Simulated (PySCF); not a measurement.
B(Et)2(OMe), SMILES C(B(OC)CC)C (C₅H₁₃BO) at its GFN2-xTB optimised geometry (Å):

```
20

B     -0.3843    -0.0850     0.0000
C     -1.2039    -1.4675     0.0061
C     -1.7999    -1.7981    -1.3690
H     -2.0212    -1.4320     0.7330
H     -0.5632    -2.2974     0.3080
H     -1.0092    -1.8941    -2.1093
H     -2.4777    -1.0136    -1.6991
H     -2.3535    -2.7353    -1.3363
C      1.2166    -0.0850     0.0000
C      1.8356    -0.9074    -1.1346
H      1.5738    -0.4958     0.9482
H      1.5957     0.9363    -0.0599
H      1.5368    -0.5065    -2.1005
H      1.5113    -1.9437    -1.0796
H      2.9225    -0.8864    -1.0787
O     -0.9482     1.1233     0.0000
C     -2.3215     1.4204     0.0057
H     -2.9225     0.5910     0.3843
H     -2.4747     2.2974     0.6383
H     -2.6433     1.6590    -1.0114
```

Computed with PySCF 2.14.0 with PBE0/def2-SVP.

Map of the HOMO−1 amplitude (bohr^(-3/2)) on the plane z = 0.6 Å; orbital energy -8.82 eV, overall sign arbitrary:

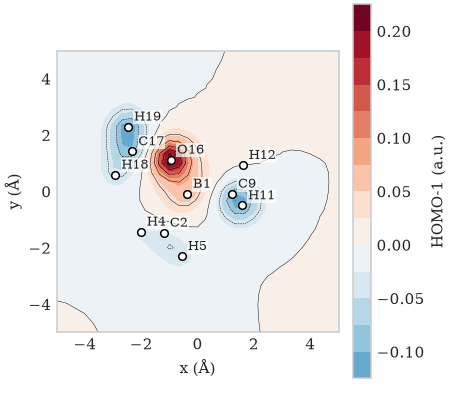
HOMO−1 amplitude (bohr^(-3/2)) on the plane z = 0.6 Å.
